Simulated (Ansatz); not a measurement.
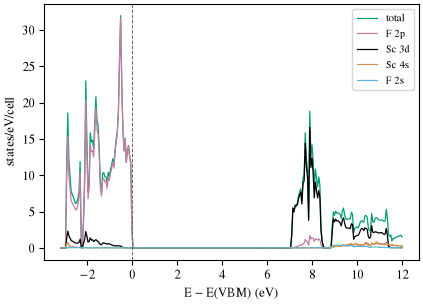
Figure. Total and projected density of states of ScF3 in space group R-3c (No. 167; Sc on 6b, F on 18e), plane-wave PAW r²SCAN (Ansatz code)

### Question
Which orbitals carry the states next to the gap?

### Answer
Top 1 eV of the valence band: F 2p 98 %. Bottom 1 eV of the conduction band: Sc 3d 91 %, F 2p 7 %. Projections are on Löwdin-orthogonalised atomic valence shells; empty p or d shells of many metals are not among them.

### Question
Where is the tallest occupied peak in this window, and what makes it?

### Answer
Near -0.5 eV, about 32 states/eV per cell; the largest projected share is F 2p.

The first step of the workflow began from a Materials Project structure, measured or hypothetical; the Crystallography Open Database copy checked does not list it. COD files the formula under space group No. 155, 191, 194, 221, so this cell is another polymorph or a model. Its standing as an ambient phase is unchecked. Symmetry was held in the r²SCAN relaxation; phonons on a q-mesh show no instability. No spin polarisation was allowed.

Potentials: the later of the program's two PAW sets.
